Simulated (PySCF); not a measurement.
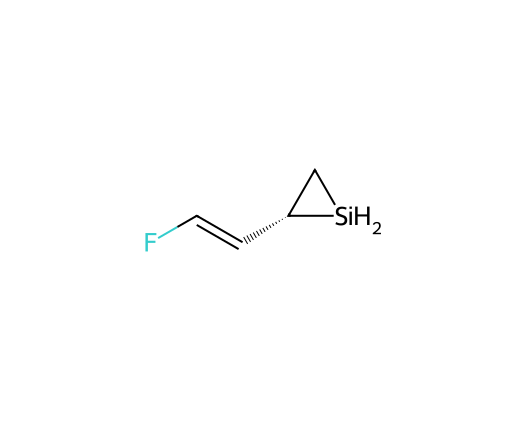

A structural formula.

Transcribe the drawing into SMILES.

Answer. F/C=C/[C@@H]1C[SiH2]1

Give the formula, hydrogens included.

Answer. C4H7FSi.

An optimisation with PBE0-D3(BJ)/def2-SVP gave a structure of which point group?

Answer. C1.

More results for the same structure follow; atom numbers are the same in all pictures, views and colours differ. Computed geometry: PBE0-D3(BJ)/def2-SVP optimisation. No frequency run is at hand to confirm it as a minimum.

## Geometry

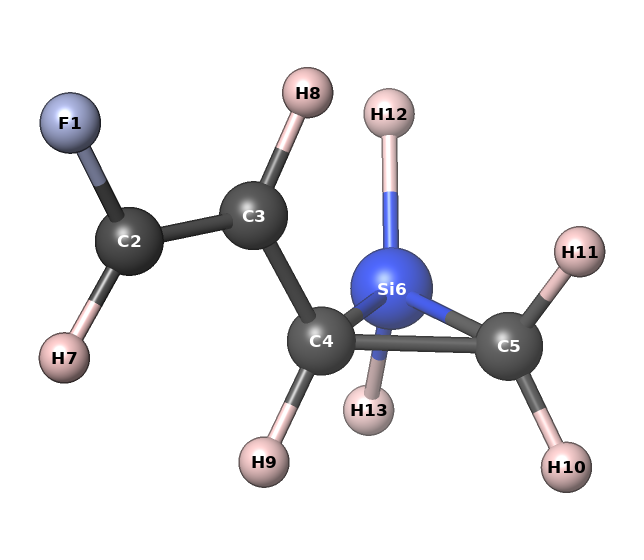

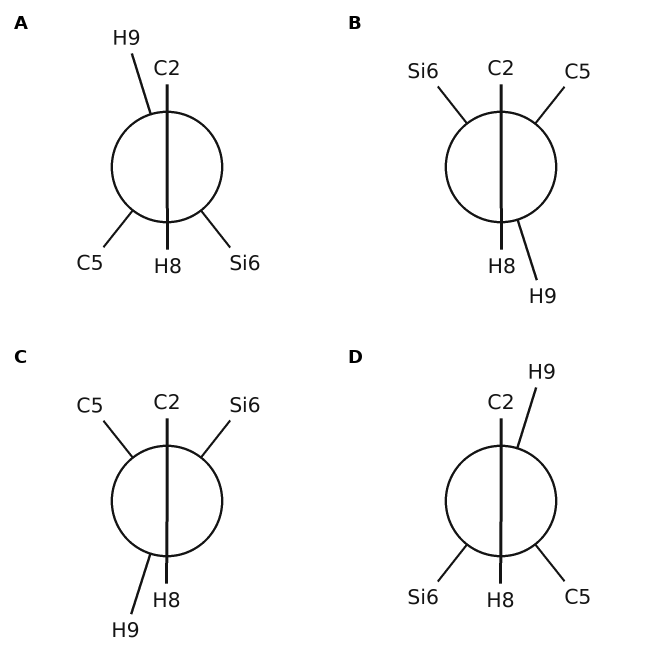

Depth is shown by fading: the farther an atom, the more it takes the colour of the background. Bonds that would overlap in a projection are set slightly apart. No frequency run is at hand to confirm it as a minimum.

Which Newman projection shows the view along C3–C4, with C3 in front?

Answer. A. The torsion angle C2–C3–C4–Si6 is 142°, anticlinal.

## Ring current

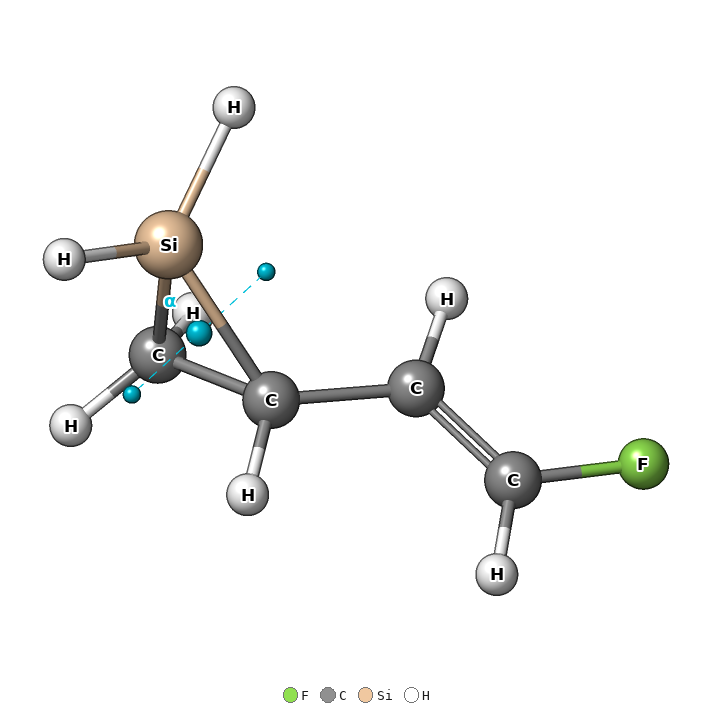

The small points mark where nucleus-independent chemical shifts (NICS) were computed: at the centre of each lettered ring and 1 Å above and below it. No frequency run is at hand to confirm it as a minimum. Method: GIAO PBE/pcSseg-1 NMR shielding, non-relativistic, gas phase (PySCF 2.14.0).

Give NICS(0), NICS(1) and the out-of-plane component NICS(1)zz for each ring (means of the two sides).

```
ring  members  NICS(0)  NICS(1)  NICS(1)zz
   α     C2Si    −27.2     −7.8      −16.6
```

Values in ppm.

## NMR shielding

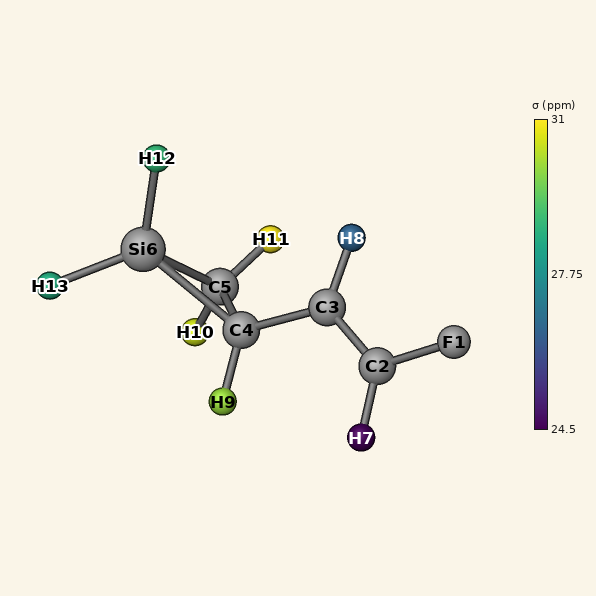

Atoms are coloured by their isotropic NMR shieldings (H only, the others grey). No frequency run is at hand to confirm it as a minimum. Level of theory: GIAO B97-D/pcSseg-1 NMR shielding, non-relativistic, gas phase (PySCF 2.14.0).

Which H atom is the most shielded (lowest chemical shift)?

Answer. H11 (30.94 ppm).

Which H atom is the least shielded (highest chemical shift)?

Answer. H7 (24.60 ppm).

How wide is the range of H shifts?

Answer. 6.34 ppm.

Give the isotropic NMR shieldings of the H atoms atom by atom.

```
atom  σ (ppm)
  H7    24.60
  H8    26.56
  H9    30.00
 H10    30.50
 H11    30.94
 H12    28.84
 H13    28.55
```

## Dipole moment

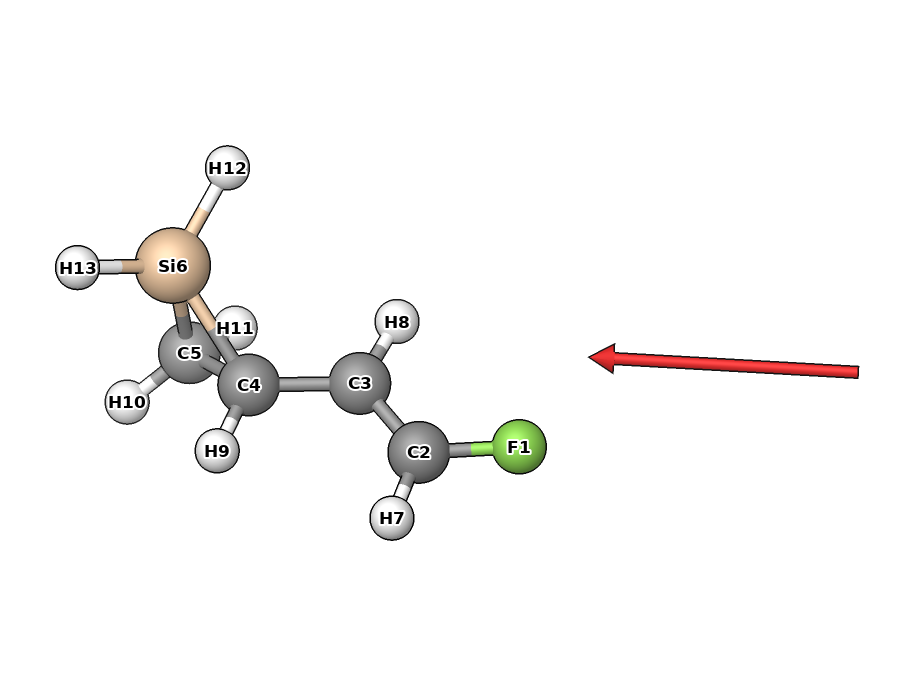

The arrow beside the molecule shows the direction of the dipole moment, from the negative to the positive end (its length means nothing). No frequency run is at hand to confirm it as a minimum. Method: KT3/pcSseg-1, gas phase (PySCF 2.14.0).

How large is the dipole moment?

Answer. 1.74 D; it points from the side of F1 to the side of H13 (the outermost atoms at the two ends).
